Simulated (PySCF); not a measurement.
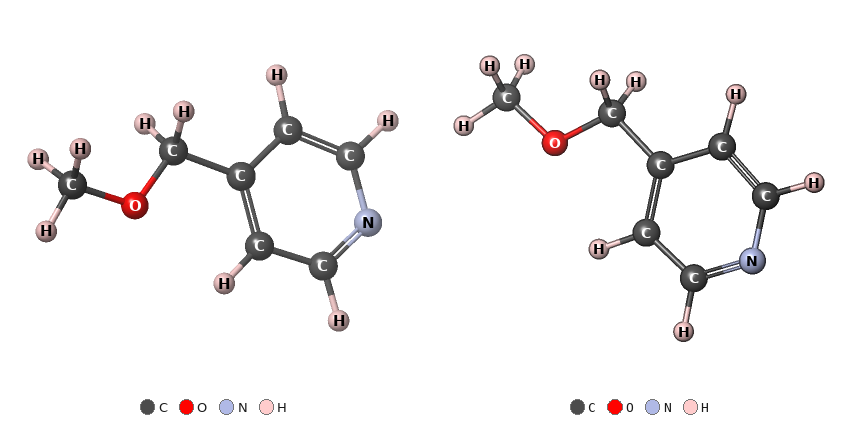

The same structure drawn twice, from different directions.

> Give the formula.

C₇H₉NO, 18 atoms: 7 carbon, 9 hydrogen, 1 nitrogen and 1 oxygen.

> Does it have rings?

Independent rings (smallest set): 1 of 6 members, 1 of them aromatic.

The parts below concern this one geometry. Atoms keep their numbers from picture to picture. The computed structure is the end point of a PBE0-D3(BJ)/def2-SVP optimisation. No frequency run is at hand to confirm it as a minimum.

**Shape**

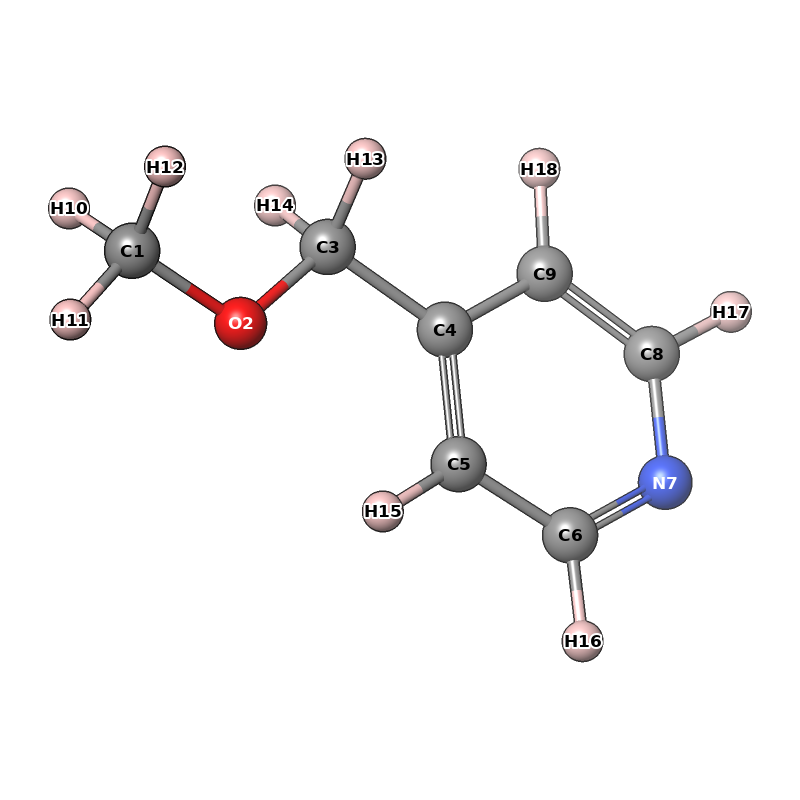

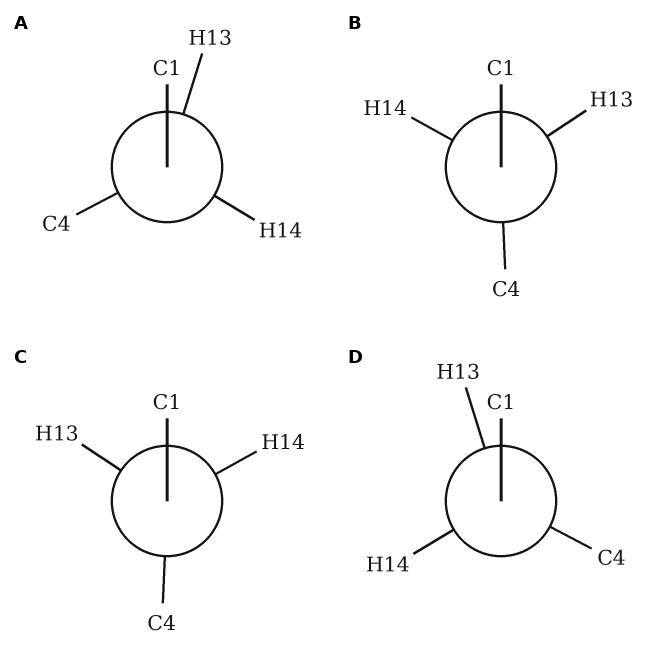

Depth is shown by fading: the farther an atom, the more it takes the colour of the background. Bonds that would overlap in a projection are set slightly apart. No frequency run is at hand to confirm it as a minimum.

> Which Newman projection shows the view along O2–C3, with O2 in front?

B. The torsion angle C1–O2–C3–C4 is 178°, antiperiplanar (anti).

**Quadrupole coupling**

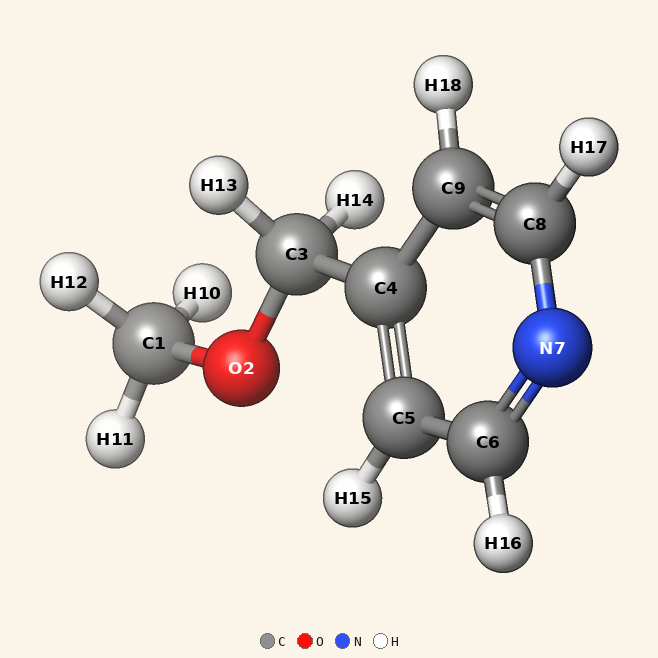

No frequency run is at hand to confirm it as a minimum. Electric field gradients from the ground-state density, PBE0/pcSseg-1 in acetone (IEF-PCM) (PySCF 2.14.0), non-relativistic apart from any core potentials.

Give the largest field-gradient component, the quadrupole coupling constant and the asymmetry for 17O at O2 (Q = −25.6 mb), 14N at N7 (Q = 20.44 mb), 2H at H10 (Q = 2.86 mb), 2H at H11 (Q = 2.86 mb), 2H at H12 (Q = 2.86 mb), 2H at H13 (Q = 2.86 mb).

| atom | V_zz (a.u.) | e²qQ/h (MHz) | η |
| --- | --- | --- | --- |
| O2 | −2.013 | 12.11 | 0.98 |
| N7 | −1.073 | −5.15 | 0.32 |
| H10 | 0.268 | 0.180 | 0.09 |
| H11 | 0.288 | 0.194 | 0.07 |
| H12 | 0.268 | 0.180 | 0.09 |
| H13 | 0.259 | 0.174 | 0.10 |

**Excitation**

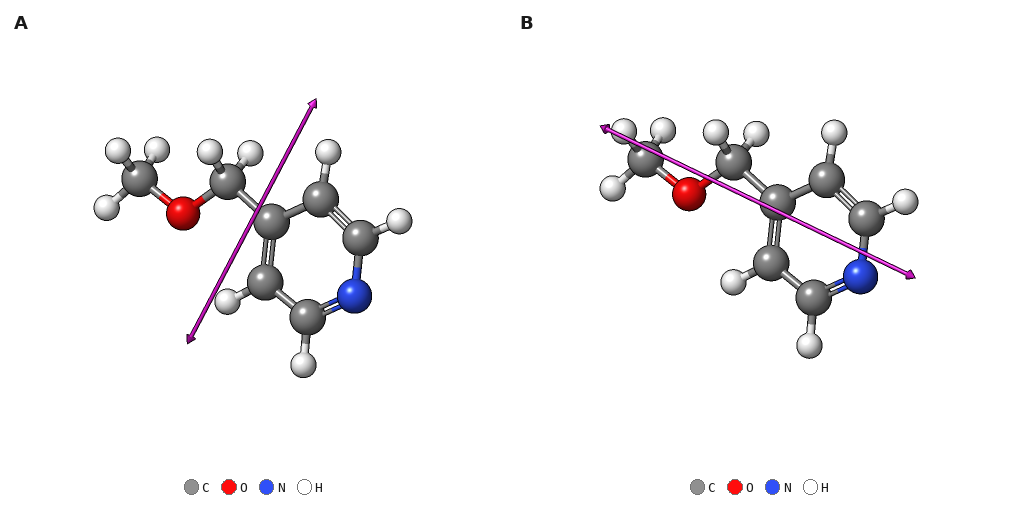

The double arrows show the directions of two transition dipoles from the ground state (lengths mean nothing). No frequency run is at hand to confirm it as a minimum. Method: TDDFT ωB97X-D/def2-SVPD, vertical, gas phase, core orbitals frozen in the response (PySCF 2.14.0).

> One belongs to singlet state 3 and one to singlet state 5. Which is which?

A: state 3, 5.59 eV (222 nm), oscillator strength 0.029, mainly HOMO−1 → LUMO (weight 0.60).
B: state 5, 6.96 eV (178 nm), oscillator strength 0.31, of mixed character, with the largest part HOMO−2 → LUMO (weight 0.36).

**NMR shielding**

The questions are on isotropic NMR shieldings of the C atoms. No frequency run is at hand to confirm it as a minimum. Method: GIAO PBE0/pcSseg-1 NMR shielding, non-relativistic, IEF-PCM acetone (PySCF 2.14.0).

> Which C atom is the most shielded (lowest chemical shift)?

C1 (125.7 ppm).

> Which C atom is the least shielded (highest chemical shift)?

C4 (28.1 ppm).

> How wide is the range of C shifts?

97.6 ppm.

List the isotropic NMR shieldings of the C atoms.

| atom | σ (ppm) |
| --- | --- |
| C1 | 125.7 |
| C3 | 111.4 |
| C4 | 28.1 |
| C5 | 59.6 |
| C6 | 28.5 |
| C8 | 29.8 |
| C9 | 58.6 |
